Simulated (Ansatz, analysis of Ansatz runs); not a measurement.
# Li2ZnCl4 (Fd-3m), nudged elastic band: V_Li hop (3.6 Å) (q = −1), part 4 of 5

Aim: the barrier of one jump in Li2ZnCl4 (Fd-3m) at charge −1: V_Li hop (3.6 Å). The model is a cell of 56 host atoms with 1 Li taken out; Li is the atom that moves.

Ansatz 0.2.0; plane-wave PAW DFT, PBEsol; nudged elastic band between two relaxed defect structures at fixed charge in a uniform background.

So far: The structure; Relaxation of the start point, charge −1; Relaxation of the end point, charge −1; Nudged elastic band, charge −1.

## (4) Nudged elastic band, charge −1 (continued)

The path, image by image:

| image | path (Å) | energy (eV) | Li8: x, y, z (Å) |
| --- | --- | --- | --- |
| 0 | 0.000 | 0.0000 | 8.875, 6.334, 8.868 |
| 1 | 0.719 | 0.1273 | 8.511, 5.961, 8.504 |
| 2 | 1.439 | 0.2403 | 8.096, 5.594, 8.089 |
| 3 | 2.158 | 0.1876 | 7.662, 5.378, 7.654 |
| 4 | 2.878 | 0.2423 | 7.227, 5.653, 7.221 |
| 5 | 3.558 | 0.1180 | 6.830, 5.985, 6.825 |
| 6 | 4.238 | 0.0014 | 6.486, 6.332, 6.479 |

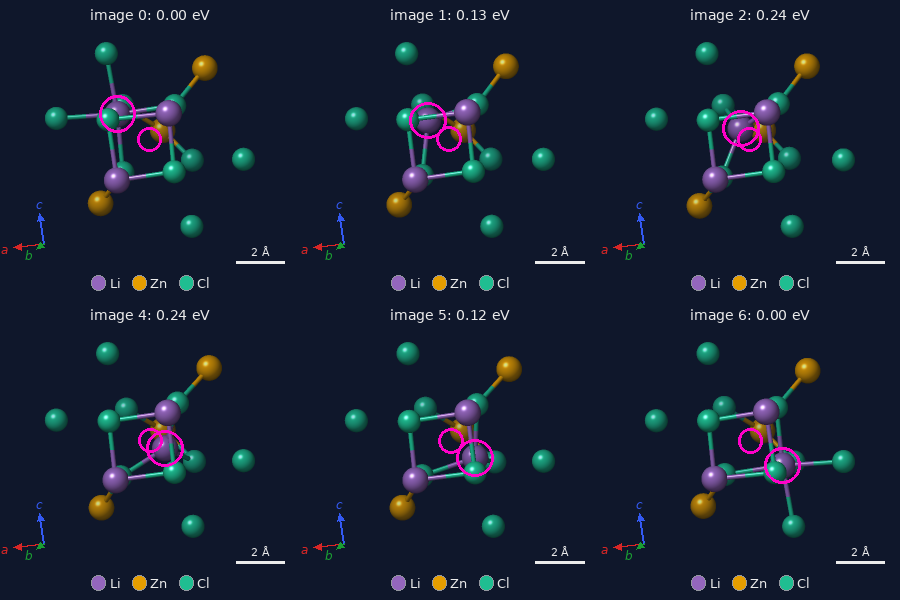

Images along the path; Li8 is ringed. A ring with no atom in it marks the middle of the ideal hop. Bonds to atoms that aren't drawn are left out.

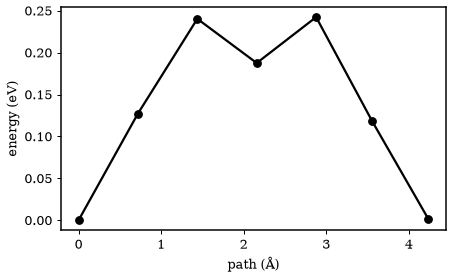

Energy along the path.

This step gave:

| Item | Value |
| --- | --- |
| free energy | -63316.4696 eV |
| barrier forward | 0.2423 eV |
| barrier backward | 0.2410 eV |
| end less start | 0.001384 eV |
| hop length | 3.378 Å |

Track of the atom that was set to move:

| image | x (Å) | y (Å) | z (Å) | nearest neighbour | distance (Å) |
| --- | --- | --- | --- | --- | --- |
| 0 | 8.875 | 6.334 | 8.868 | Cl | 2.458 |
| 1 | 8.511 | 5.961 | 8.504 | Cl | 2.312 |
| 2 | 8.096 | 5.594 | 8.089 | Cl | 2.249 |
| 3 | 7.662 | 5.378 | 7.654 | Cl | 2.253 |
| 4 | 7.227 | 5.653 | 7.221 | Cl | 2.247 |
| 5 | 6.83 | 5.985 | 6.825 | Cl | 2.318 |
| 6 | 6.486 | 6.332 | 6.479 | Cl | 2.458 |

The band met its tolerance of 0.04 eV/Å after 8 iterations, with image 4 on top (the start counts as 0). Li8, which moves farthest between the ends, has 6 Cl at 2.46 to 2.58 Å nearest at the start and 3 Cl at 2.25 to 2.30 Å at the top. The path has 2 maxima, and only the highest was climbed; it lies 0.05 eV above the dip at image 3.

## (5) Single point at the start point, PBEsol, denser k-mesh

Three single points on a mesh of more k-points (start, top, end) test the sampling. The start is shown; top and end are run alike.

This step: plane-wave PAW DFT, PBEsol; single point of a defect supercell on a structure of the PBEsol path.

qm1.start.mesh/input.yaml reads:

```yaml
crystal:
  lattice:
    - [10.2311792, 0.0, 0.0]
    - [0.0, 10.2311792, 0.0]
    - [0.0, 0.0, 10.2311792]
  atoms:
    - { symbol: Li, position: [0.38310106, 0.38266887, 0.63056514] }
    - { symbol: Li, position: [0.37666853, 0.87346249, 0.12463807] }
[... 1 atom line left out ...]
    - { symbol: Li, position: [0.86735169, 0.86710357, 0.618565] }
[... 3 atom lines left out ...]
    - { symbol: Li, position: [0.86742238, 0.61903933, 0.86673452] }
[... 6 atom lines left out ...]
    - { symbol: Li, position: [0.61927605, 0.86714614, 0.86673836] }
[... 1 atom line left out ...]
    - { symbol: Zn, position: [0.00278307, 0.50225463, 0.50194659] }
[... 1 atom line left out ...]
    - { symbol: Zn, position: [0.50258237, 0.50226071, 0.00205448] }
[... 2 atom lines left out ...]
    - { symbol: Zn, position: [0.74792664, 0.2473968, 0.7472237] }
[... 8 atom lines left out ...]
    - { symbol: Cl, position: [0.87068305, 0.87045389, 0.8700576] }
[... 2 atom lines left out ...]
    - { symbol: Cl, position: [0.87884621, 0.37408692, 0.87820174] }
[... 4 atom lines left out ...]
    - { symbol: Cl, position: [0.87540705, 0.62716193, 0.62675972] }
[... 3 atom lines left out ...]
    - { symbol: Cl, position: [0.62739155, 0.87494881, 0.62675629] }
[... 3 atom lines left out ...]
    - { symbol: Cl, position: [0.62740762, 0.62716759, 0.8747037] }
[... 2 atom lines left out ...]
    - { symbol: Cl, position: [0.62309538, 0.37480114, 0.62236849] }
[... 4 atom lines left out ...]
    - { symbol: Cl, position: [0.62308121, 0.62275233, 0.37453988] }
total_charge: -1
basis:
  ecutwfc: 420
  xc_grid: 2
hamiltonian:
  xc: pbesol
kpoints:
  mp_grid: { grid: [2, 2, 2], shift: [0.5, 0.5, 0.5] }
scf:
  occupations: { method: fixed }
  max_iter: 120
output:
  forces: true
  eigenvalues: true
checkpoint:
  write: "../qm1.start.mesh.run"
  compress: false
  write_wavefunctions: false
  write_every: 100000
```

Started as:

```
ansatz run input.yaml --threads 4 --pin off --max-ram 7536MiB --backend cpu --events-out ev --progress --plain --runs-dir out
```

Numbers of over 12 decimals in the logs are rounded to 6 here.

What it wrote:

```text
[...]
Crystal: 55 atoms, lattice volume = 1070.969 Å³
Basis set: ecut = 420 eV, 20863 PW (Γ), exchange–correlation on 144×144×144 points (8 copies of the dense FFT grid, shifted against one another)
Bands: 238, of which v1, the nominal top of the filled ones, is band 183 counted from 1 (182 counted from 0)
Symmetry: 1 space group operations
[...]
k-points: 4 of 8 (time reversal used)
[...]
SCF iter   1: F=—  HF=-63317.037893 eV  |F-HF|=—  |Δ(HF+E_count)|=         —  Δρ=1.01e-2  dr2=9.45e-1  ethr=1.77e-3  ⟨swp⟩=5.0  Hψ=3389  notcnv=0  defer=207
[...]
SCF iter  10: F=-63316.709876 eV  HF=-63316.709876 eV  |F-HF|=1.42e-8  |Δ(HF+E_count)|=   9.84e-8  Δρ=9.90e-7  dr2=1.38e-8  ethr=2.73e-11  ⟨swp⟩=15.0  Hψ=4490  notcnv=0
SCF 1 converged in 10 iterations: F = -63316.709876 eV  dr2 = 1.38e-8
[...]
SCF converged after 10 iterations
Free energy (F): -63316.709876 eV
[...]
Internal energy: -63316.709876 eV  (E = F + TS)
E sigma→0 (E₀):  -63316.709876 eV
Fermi energy:    2.206073 eV
[...]
--- Forces (eV/Å), atoms counted from 1 ---
  atom   1  Li     0.00023617     0.00015868     0.00056870
  atom   2  Li     0.00054282    -0.00005493    -0.00060521
  [... 1 atom left out ...]
  atom   4  Li     0.00035104     0.00006727    -0.00037603
  [... 3 atoms left out ...]
  atom   8  Li    -0.00034406    -0.00103537    -0.00014500
  [... 6 atoms left out ...]
  atom  15  Li    -0.00103960     0.00000233     0.00025942
  [... 3 atoms left out ...]
  atom  19  Zn     0.00442161     0.00466259     0.00696802
  [... 11 atoms left out ...]
  atom  31  Cl     0.00972775     0.00813324     0.00886570
  [... 2 atoms left out ...]
  atom  34  Cl    -0.00503852    -0.00494510    -0.00521333
  [... 4 atoms left out ...]
  atom  39  Cl    -0.01225146    -0.00223257    -0.00092932
  [... 3 atoms left out ...]
  atom  43  Cl    -0.00042906    -0.01208469    -0.00034245
  [... 3 atoms left out ...]
  atom  47  Cl    -0.00086213    -0.00221975    -0.01241224
  [... 2 atoms left out ...]
  atom  50  Cl     0.00056146     0.01234671     0.00230172
  [... 5 atoms left out ...]
  max |Σ_I F_I| component: 4.64e-6 eV/Å
--- Band table (eV) ---
[...]
[... further k-points left out ...]
```

The job ended after 41 s (4 threads of Arm Neoverse V2, shared host; peak memory 4.3 GiB; 2.7 min of CPU time).

This step gave:

| Property | Result |
| --- | --- |
| free energy | -63316.7099 eV |

## (6) Barrier from single points, PBEsol, denser k-mesh

Analysis of the runs above: barrier from PBEsol single points on the PBEsol path.

It gives:

- barrier forward: 0.2435 eV
- barrier backward: 0.2437 eV
- end less start: -2.49e-4 eV

This gives 0.243 eV against the band's 0.242 eV (backward 0.244 against 0.241 eV). This mesh holds only the band's own point and its sign variants, so it tests the average over those and no finer sampling.

## (7) Single point at the start point, r2SCAN

Three single points with a meta-GGA, at its higher cutoff of 500 eV, show what it does to the barrier on the path found. The start is shown; top and end are run alike.

This step: plane-wave PAW DFT, r2SCAN; single point of a defect supercell on a structure of the PBEsol path.

qm1.start.r2scan/input.yaml, as its differences from qm1.start.mesh/input.yaml of step 5:

```diff
@@ -36,8 +36,8 @@
 basis:
-  ecutwfc: 420
+  ecutwfc: 500
   xc_grid: 2
 hamiltonian:
-  xc: pbesol
+  xc: r2scan
 kpoints:
-  mp_grid: { grid: [2, 2, 2], shift: [0.5, 0.5, 0.5] }
+  mp_grid: { grid: [1, 1, 1], shift: [0.25, 0.25, 0.25] }
 scf:
@@ -49,3 +49,3 @@
 checkpoint:
-  write: "../qm1.start.mesh.run"
+  write: "../qm1.start.r2scan.run"
   compress: false
```

What it wrote:

```text
[...]
Crystal: 55 atoms, lattice volume = 1070.969 Å³
Basis set: ecut = 500 eV, 27201 PW (Γ), exchange–correlation on 150×150×150 points (8 copies of the dense FFT grid, shifted against one another)
Bands: 238, of which v1, the nominal top of the filled ones, is band 183 counted from 1 (182 counted from 0)
Symmetry: 1 space group operations
[...]
k-points: 1
[...]
SCF iter   1: F=—  HF=-64447.013116 eV  |F-HF|=—  |Δ(HF+E_count)|=         —  Δρ=5.53e-3  dr2=3.69e-1  dr2_τ=1.15e-1  ethr=1.77e-3  ⟨swp⟩=5.0  Hψ=852  notcnv=0  defer=53
[...]
SCF iter   9: F=-64447.363741 eV  HF=-64447.363741 eV  |F-HF|=3.21e-8  |Δ(HF+E_count)|=   3.54e-8  Δρ=1.88e-6  dr2=2.63e-8  dr2_τ=5.27e-10  ethr=2.73e-11  ⟨swp⟩=17.0  Hψ=1191  notcnv=0
SCF 1 converged in 9 iterations: F = -64447.363741 eV  dr2 = 2.63e-8
[...]
SCF converged after 9 iterations
Free energy (F): -64447.363741 eV
[...]
Internal energy: -64447.363741 eV  (E = F + TS)
E sigma→0 (E₀):  -64447.363741 eV
Fermi energy:    1.803563 eV
[...]
--- Forces (eV/Å), atoms counted from 1 ---
  atom   1  Li     0.00851382     0.00803741    -0.00259781
  atom   2  Li    -0.00049354     0.00228609    -0.00151867
  [... 1 atom left out ...]
  atom   4  Li    -0.00698272    -0.00711484     0.00296764
  [... 3 atoms left out ...]
  atom   8  Li    -0.00779944     0.00296637    -0.00705665
  [... 6 atoms left out ...]
  atom  15  Li     0.00328675    -0.00724543    -0.00662709
  [... 3 atoms left out ...]
  atom  19  Zn    -0.00194786    -0.00177505    -0.00251107
  [... 11 atoms left out ...]
  atom  31  Cl    -0.00115406    -0.00297938    -0.00225287
  [... 2 atoms left out ...]
  atom  34  Cl     0.00392743     0.00913599     0.00414786
  [... 4 atoms left out ...]
  atom  39  Cl    -0.02861538     0.00945785     0.01081085
  [... 3 atoms left out ...]
  atom  43  Cl     0.01145235    -0.02835669     0.01139566
  [... 3 atoms left out ...]
  atom  47  Cl     0.01095618     0.00932458    -0.02901242
  [... 2 atoms left out ...]
  atom  50  Cl    -0.01063701     0.02864756    -0.00936704
  [... 5 atoms left out ...]
  max |Σ_I F_I| component: 1.97e-3 eV/Å
--- Band table (eV) ---
[...]
```

Elapsed: 21 s, on 4 threads; peak memory 2.2 GiB.

This step gave:

```yaml
free_energy: -64447.3637 eV
```

## (8) Barrier from single points, r2SCAN

Analysis of the runs above: barrier from r2SCAN single points on the PBEsol path.

It gives:

```
barrier forward  : 0.2784 eV
barrier backward : 0.2779 eV
end less start   : 5.13e-4 eV
```

This gives 0.278 eV against the band's 0.242 eV.

## (9) Single point at the start point, HSE06

A whole band with exact exchange would cost too much, so three single points on the path found stand in. The start is shown; top and end are run alike.

This step: plane-wave PAW DFT, HSE06; single point of a defect supercell on a structure of the PBEsol path.

qm1.start.hse06/input.yaml, as its differences from qm1.start.r2scan/input.yaml of step 7:

```diff
@@ -36,6 +36,6 @@
 basis:
-  ecutwfc: 500
+  ecutwfc: 420
   xc_grid: 2
 hamiltonian:
-  xc: r2scan
+  xc: hse06
 kpoints:
@@ -49,3 +49,3 @@
 checkpoint:
-  write: "../qm1.start.r2scan.run"
+  write: "../qm1.start.hse06.run"
   compress: false
```

What it wrote:

```text
[... repeated set-up lines and file paths are left out, and long positions are rounded to six places ...]
Warning: kpoints.mp_grid.shift: disabling space-group detection — at a shift other than 0 and half a step a hybrid functional's run that is held to the crystal's symmetry can end above its lowest state, and by default nothing tells of it, so the full k-mesh [...]
exact exchange: scf.exx.singularity resolves to wigner_seitz, which cuts the screened interaction at the faces of the exchange supercell's Wigner-Seitz cell, so that each pair interacts once, at the shortest of its separations (the periodic images that this [...]
Engine: ansatz 0.2.0, aarch64-unknown-linux-gnu
Pseudopotentials: kind: paw
Pseudopotential: Li, paw, valence charge 3, recommended cutoff 420 eV (normal), Li.paw.azcp
Pseudopotential: Zn, paw, valence charge 12, recommended cutoff 420 eV (normal), Zn.paw.azcp
Pseudopotential: Cl, paw, valence charge 7, recommended cutoff 420 eV (normal), Cl.paw.azcp
Functional definition: HSE06
  parameter a = 0.25
[...]
atom   1  Li     0.01587424     0.01580523    -0.00027538
  atom   2  Li     0.00097792    -0.00047616    -0.00053211
  [... 1 atom left out ...]
  atom   4  Li    -0.01532334    -0.01557349     0.00040960
  [... 3 atoms left out ...]
  atom   8  Li    -0.01598848    -0.00019177    -0.01576767
  [... 6 atoms left out ...]
  atom  15  Li    -0.00019505    -0.01564361    -0.01535825
  [... 3 atoms left out ...]
  atom  19  Zn    -0.00390005    -0.00369892    -0.00022195
  [... 11 atoms left out ...]
  atom  31  Cl    -0.05191460    -0.05370640    -0.05289760
  [... 2 atoms left out ...]
  atom  34  Cl     0.05853237     0.06091920     0.05838840
  [... 4 atoms left out ...]
  atom  39  Cl    -0.06084228     0.07261804     0.07402200
  [... 3 atoms left out ...]
  atom  43  Cl     0.07448387    -0.06050902     0.07461910
  [... 3 atoms left out ...]
  atom  47  Cl     0.07403164     0.07255861    -0.06101468
  [... 2 atoms left out ...]
  atom  50  Cl    -0.07429609     0.06089807    -0.07242916
  [... 5 atoms left out ...]
  max |Σ_I F_I| component: 8.51e-4 eV/Å
--- Band table (eV) ---
  k-point 0: bands = ["-45.1850", "-45.1847", "-45.1846", "-45.1841", [... 208 left out ...] "11.3311", "11.3672", "11.3720", "11.3722"]
[key lines of the parts left out:]
Free energy (F): -64271.094916 eV
Fermi energy:    1.187136 eV
```

Run time: 3.6 min. Hardware: 4 threads; peak memory 2.6 GiB.

The run was cut off at the time limit after its SCF loop had closed; no result of it is taken.

(Continued in part 5 of 5.)

[Logs are printed without paths, hosts, clocks, repeated set-up lines and the standing remarks that a program may print on its own settings, such as how far it seeks lower states.]

[Hosts, paths, dates, database ids (printed as entryN), source tags and the programs' standing remarks are cut or masked in the printed files.]
